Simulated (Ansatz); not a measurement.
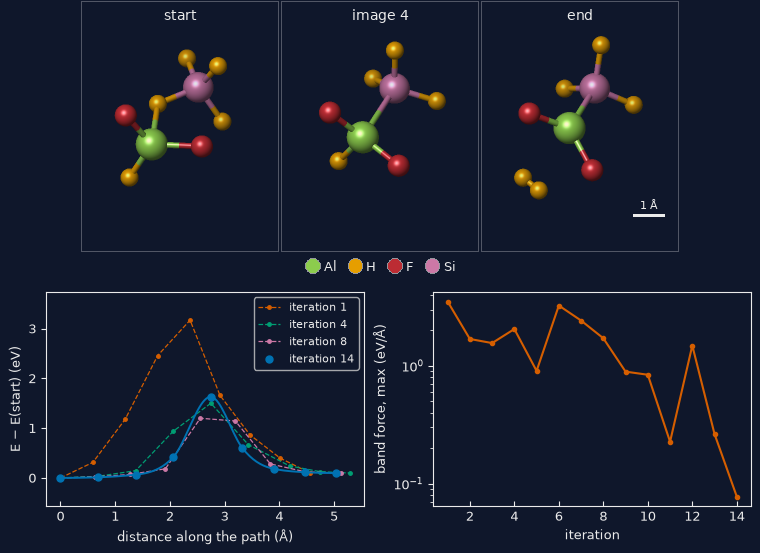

NEB run on AlSiH$_{5}$F$_{2}$. Images are numbered from 0 (start) to 8 (end). The plot follows the band through its iterations. The picture is a ball-and-stick view, seen from a free direction.

All numbers below come from Ansatz, RKS PBE/6-31G*. Settings: 7 movable images; climbing image; force threshold 0.2 eV/Å; iteration limit 60; starting path through a guess of the saddle point.

### Did the band converge, and can the barrier be trusted?

The run met only a loose threshold, so the barrier can't be trusted yet. The band converged in 14 iterations. The largest component of the band force went from 3.5 to 0.078 eV/Å. The climbing image converged on the top of the path. Its curvatures weren't checked. The force threshold is so loose that the height of the top is at best an upper bound. The first iteration put the highest image at 3.17 eV. Forward barrier 1.63 eV, backward barrier 1.53 eV, with image 4 at the top; the reaction energy is +0.10 eV.

Cost: 4.4 min on 1 thread of Arm Neoverse V2, with other jobs on the host, peak memory 0.14 GiB.
